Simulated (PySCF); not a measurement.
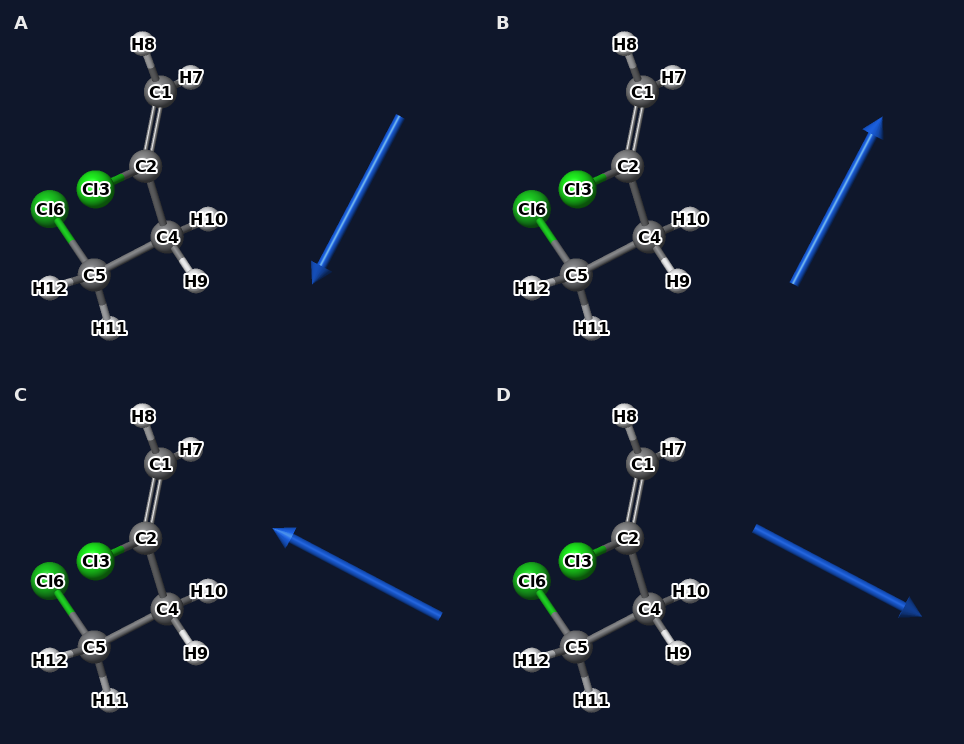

The same molecule four times, each with an arrow. The geometry was computed by an optimisation with GFN2-xTB. No frequency run is at hand to confirm it as a minimum. Method: PBE0/pcSseg-1, gas phase (PySCF 2.14.0).

**Which arrow points along the dipole moment, from the negative to the positive end?**

D. The dipole moment is 1.89 D; it points from the side of Cl6, H8 to the side of H9 (the outermost atoms at the two ends).
